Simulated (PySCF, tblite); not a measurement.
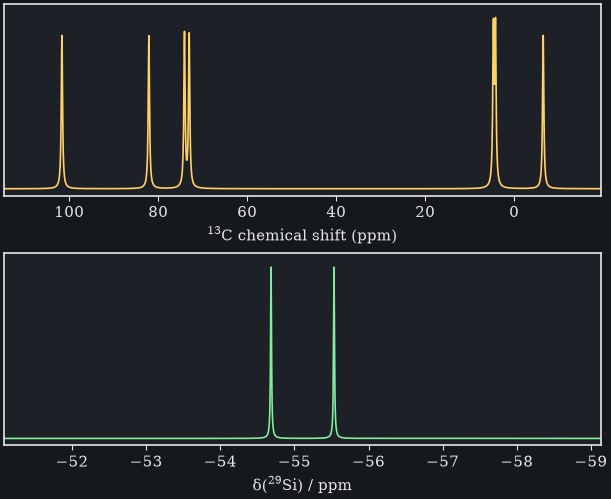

GIAO shifts, PBE0/pcSseg-1 in PySCF 2.14.0, at a GFN2-xTB geometry (a minimum by its frequencies), against TMS for ¹³C and TMS for ²⁹Si computed at the same level. Gas phase, fully decoupled, line heights follow the number of nuclei, widths are arbitrary (no quadrupolar broadening); values of one conformer, averaged over nuclei that symmetry, rotation about single bonds or inversion at nitrogen exchange, these motions taken as fast; other conformers aren't averaged in.

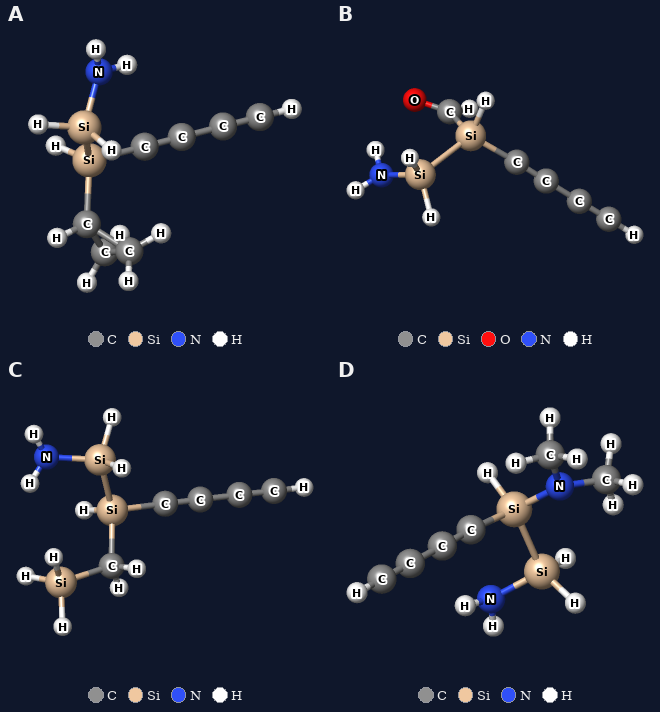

> Which structure fits the spectrum? Choose among the lettered structures.

Structure A, C₇H₁₁NSi₂, SMILES C#CC#C[Si@H]([SiH2]N)C1CC1. Its ¹³C signals: 101.6 (1 C), 82.1 (1 C), 74.1 (1 C), 73.0 (1 C), 4.7 (1 C), 4.2 (1 C), −6.5 (1 C) ppm. Its ²⁹Si signals: −54.7 (1 Si), −55.5 (1 Si) ppm.

Known limits of this run: the tight-binding geometry is rougher than a DFT one and adds to the error.
